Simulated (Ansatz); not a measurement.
# One shape, several levels: singlet [SiCNF2]+

Wanted: a comparison of 6 runs (HF/STO-3G, HF/3-21G, B3LYP/6-31G*, r2SCAN/aug-cc-pVDZ, revPBE/aug-cc-pVDZ) of singlet [SiCNF2]+. 

The results are computed with Ansatz 0.2.0.

36 further runs of the same task are left out: 36 set aside as unsound or not needed.

## (1) The molecule

[SiCNF2]+: 5 atoms, total charge +1, spin state singlet. As SMILES of the parent species, `N#C[Si](F)F`. The coordinates come from a PBE0-D4/def2-TZVP relaxation. That shape belongs to the parent species and isn't relaxed for this state.

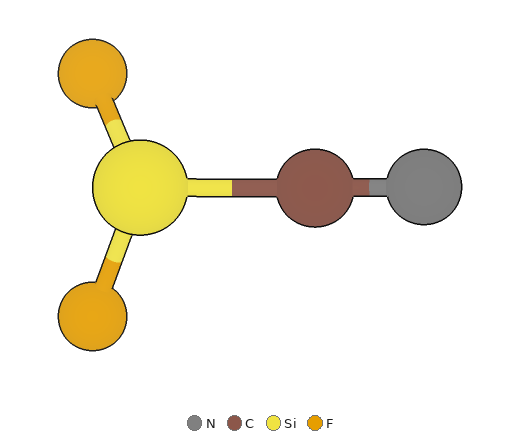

Viewed from a chosen angle; nitrogen grey, carbon brown, silicon yellow, fluorine amber.

## (2) The energy at HF/STO-3G (run 1)

in.yaml reads:

```yaml
crystal:
  periodic: [false, false, false]
  atoms:
    - {symbol: N, position_ang: [1.426100, -1.103800, 1.364300]}
    - {symbol: C, position_ang: [0.743000, -0.566400, 0.607500]}
    - {symbol: Si, position_ang: [-0.192800, 0.214100, -0.773500]}
    - {symbol: F, position_ang: [-1.655600, -0.382400, -0.757500]}
    - {symbol: F, position_ang: [-0.270900, 1.764900, -0.482300]}
basis:
  gaussian: {orbitals: STO-3G}
total_charge: 1
hamiltonian: {xc: hf}
accuracy: high
output: {orbitals: {seedname: orbitals}}
```

The run is started by

```
ansatz run in.yaml --threads 1 --pin off --max-ram 3480MiB --events-out events.jsonl --progress --plain --runs-dir runs
```

Log:

```text
Warning: RAYON_NUM_THREADS=1 ignored (pool sized by the plan → 1); use --threads N
Functional definition: HF
  name "HF"
  exchange = exact_x
  correlation = 0
564 factors; integrals over basis functions are off by at most 3.4e-8 eV
mean field evaluation 1: about -15571.2673 eV, gradient 4.7e1 eV
mean field evaluation 2: about -15571.3047 eV, gradient 4.7e1 eV
mean field evaluation 4: about -15579.6495 eV, gradient 5.0e0 eV
mean field evaluation 8: about -15579.7918 eV, gradient 5.6e-2 eV
mean field -15579.78725300 eV, -572.5466211886 hartree, gradient 1.4e-8 eV, S^2 0.000000; 0 other end points of the search recorded, 0 dependent functions left out
reference -15579.78725300 eV, -572.5466211886 hartree; 22, 22 occupied and 7, 7 virtual orbitals, 564 factors
Total energy: -15579.78725300 eV, -572.5466211886 hartree
```

It took 0.12 s on 1 thread of AMD EPYC 9R45 (Zen 5), shared host.

## (3) The energy at HF/3-21G (run 2)

molecule.yaml reads:

```yaml
basis:
  gaussian: {orbitals: 3-21G.json}
crystal:
  periodic: [false, false, false]
  atoms:
    - {symbol: "N", position_ang: [1.426100, -1.103800, 1.364300]}
    - {symbol: C, position_ang: [0.743000, -0.566400, 0.607500]}
    - {symbol: Si, position_ang: [-0.192800, 0.214100, -0.773500]}
    - {symbol: F, position_ang: [-1.655600, -0.382400, -0.757500]}
    - {symbol: F, position_ang: [-0.270900, 1.764900, -0.482300]}
total_charge: 1
hamiltonian: {xc: hf}
accuracy: high
output: {orbitals: {seedname: orbitals}}
```

The basis set 3-21G is read from a file made from the Basis Set Exchange's data (not shown).

The run is started by

```
ansatz run molecule.yaml --threads 1 --pin off --max-ram 3480MiB --events-out events.jsonl --progress --plain --runs-dir runs
```

Log:

```text
Warning: RAYON_NUM_THREADS=1 ignored (pool sized by the plan → 1); use --threads N
[... 4 set-up lines as earlier in the session ...]
1060 factors; integrals over basis functions are off by at most 5.2e-9 eV
mean field evaluation 1: about -15685.8035 eV, gradient 5.9e1 eV
mean field evaluation 2: about -15686.1118 eV, gradient 5.8e1 eV
mean field evaluation 4: about -15692.6072 eV, gradient 5.5e0 eV
mean field evaluation 8: about -15692.7518 eV, gradient 7.7e-1 eV
mean field evaluation 16: about -15692.7556 eV, gradient 1.6e-8 eV
mean field -15692.75557342 eV, -576.6981303914 hartree, gradient 1.4e-8 eV, S^2 0.000000; 0 other end points of the search recorded, 0 dependent functions left out
reference -15692.75557342 eV, -576.6981303914 hartree; 22, 22 occupied and 27, 27 virtual orbitals, 1060 factors
Total energy: -15692.75557342 eV, -576.6981303914 hartree
```

Run time: 0.24 s. Hardware: 1 thread of AMD EPYC 9R45 (Zen 5), shared host.

Runs 3 to 4 aren't shown in full; the table further down has their settings and results.

## (4) A single-point energy at r2SCAN/aug-cc-pVDZ (run 5)

input.yaml reads:

```yaml
crystal:
  periodic: [false, false, false]
  atoms:
    - {symbol: N, position_ang: [1.426100, -1.103800, 1.364300]}
    - {symbol: C, position_ang: [0.743000, -0.566400, 0.607500]}
    - {symbol: Si, position_ang: [-0.192800, 0.214100, -0.773500]}
    - {symbol: F, position_ang: [-1.655600, -0.382400, -0.757500]}
    - {symbol: F, position_ang: [-0.270900, 1.764900, -0.482300]}
basis:
  gaussian: {orbitals: aug-cc-pVDZ}
total_charge: 1
hamiltonian: {xc: {name: r2SCAN}}
accuracy: high
output: {orbitals: {seedname: orbitals}}
```

The run is started by

```
ansatz run input.yaml --threads 1 --pin off --max-ram 3480MiB --events-out events.jsonl --progress --plain --runs-dir runs
```

Log:

```text
Warning: RAYON_NUM_THREADS=1 ignored (pool sized by the plan → 1); use --threads N
Functional definition: r2SCAN
  name "r2SCAN"
  parameter k0 = 0.174
  parameter k1 = 0.065
  parameter a1 = 4.9479
  exchange = r2scan_x(k0 = k0, k1 = k1, a1 = a1)
  correlation = r2scan_c
2327 factors; integrals over basis functions are off by at most 3.1e-9 eV
mean field evaluation 1: about -15809.1025 eV, gradient 9.3e1 eV
mean field evaluation 2: about -15695.0247 eV, gradient 2.2e2 eV
mean field evaluation 4: about -15824.9481 eV, gradient 1.1e1 eV
mean field evaluation 8: about -15825.4671 eV, gradient 1.6e-1 eV
mean field evaluation 16: about -15825.4703 eV, gradient 5.1e-5 eV
mean field -15825.47034094 eV, -581.5753081406 hartree, gradient 1.6e-8 eV, S^2 0.000000; 0 other end points of the search recorded, 0 dependent functions left out
reference -15825.47034355 eV, -581.5753082362 hartree; 22, 22 occupied and 97, 97 virtual orbitals, 2327 factors
Total energy: -15825.47034355 eV, -581.5753082362 hartree
```

It took 5.7 s on 1 thread of AMD EPYC 9R45 (Zen 5), shared host; peak memory 0.42 GiB.

## (5) A single-point energy at revPBE/aug-cc-pVDZ (run 6)

run.yaml reads:

```yaml
crystal:
  periodic: [false, false, false]
  atoms:
    - {symbol: N, position_ang: [1.426100, -1.103800, 1.364300]}
    - {symbol: C, position_ang: [0.743000, -0.566400, 0.607500]}
    - {symbol: Si, position_ang: [-0.192800, 0.214100, -0.773500]}
    - {symbol: F, position_ang: [-1.655600, -0.382400, -0.757500]}
    - {symbol: F, position_ang: [-0.270900, 1.764900, -0.482300]}
basis:
  gaussian: {orbitals: aug-cc-pVDZ}
total_charge: 1
hamiltonian: {xc: {name: revPBE}}
accuracy: high
output: {orbitals: {seedname: orbitals}}
```

The run is started by

```
ansatz run run.yaml --threads 1 --pin off --max-ram 3480MiB --events-out events.jsonl --progress --plain --runs-dir runs
```

Log:

```text
Warning: RAYON_NUM_THREADS=1 ignored (pool sized by the plan → 1); use --threads N
Functional definition: revPBE
  name "revPBE"
  parameter kappa = 1.245
  parameter beta = 0.06672455060314922
  exchange = pbe_x(kappa = kappa, mu = beta*pi^2/3)
  correlation = pbe_c(beta = beta)
2327 factors; integrals over basis functions are off by at most 3.1e-9 eV
mean field evaluation 1: about -15807.3002 eV, gradient 9.8e1 eV
mean field evaluation 2: about -15663.7549 eV, gradient 2.5e2 eV
mean field evaluation 4: about -15825.0723 eV, gradient 1.8e1 eV
mean field evaluation 8: about -15825.8837 eV, gradient 5.3e-1 eV
mean field evaluation 16: about -15825.8818 eV, gradient 1.1e-3 eV
mean field -15825.88181459 eV, -581.5904295181 hartree, gradient 2.3e-8 eV, S^2 0.000000; 0 other end points of the search recorded, 0 dependent functions left out
reference -15825.88182409 eV, -581.5904298673 hartree; 22, 22 occupied and 97, 97 virtual orbitals, 2327 factors
Total energy: -15825.88182409 eV, -581.5904298673 hartree
```

Run time: 3.3 s. Hardware: 1 thread of AMD EPYC 9R45 (Zen 5), shared host; peak memory 0.36 GiB.

## (6) The series

```tsv
run	level	Cartesian functions	energy (Eh)	HOMO energy (eV)	LUMO energy (eV)	HOMO–LUMO gap (eV)	wall time
1	HF/STO-3G	no	-572.546621	-18.05	-6.68	11.37	0.12 s
2	HF/3-21G	no	-576.698130	-20.03	-9.74	10.29	0.24 s
3	B3LYP/6-31G* (spherical functions)	no	-581.696240	-16.46	-12.90	3.56	1.8 s
4	B3LYP/6-31G* (Cartesian functions)	yes	-581.703643	-16.46	-12.90	3.56	1.8 s
5	r2SCAN/aug-cc-pVDZ	no	-581.575308	-15.69	-13.40	2.29	5.7 s
6	revPBE/aug-cc-pVDZ	no	-581.590430	-15.26	-13.37	1.89	3.3 s
```

## (7) What came out

| quantity | value |
| --- | --- |
| run 6: total energy | -581.59043 Eh |
| run 6: HOMO energy | -15.26 eV |
| run 6: LUMO energy | -13.37 eV |
| run 6: HOMO–LUMO gap | 1.89 eV |

What this shows: The HOMO–LUMO gap runs from 1.89 eV (revPBE/aug-cc-pVDZ) to 11.37 eV (HF/STO-3G). The two ends differ in method and basis. Totals of different functionals can't be ranked against each other. In run 1 the basis is minimal, so the values are rough. All runs together took 13 s, the longest 5.7 s.
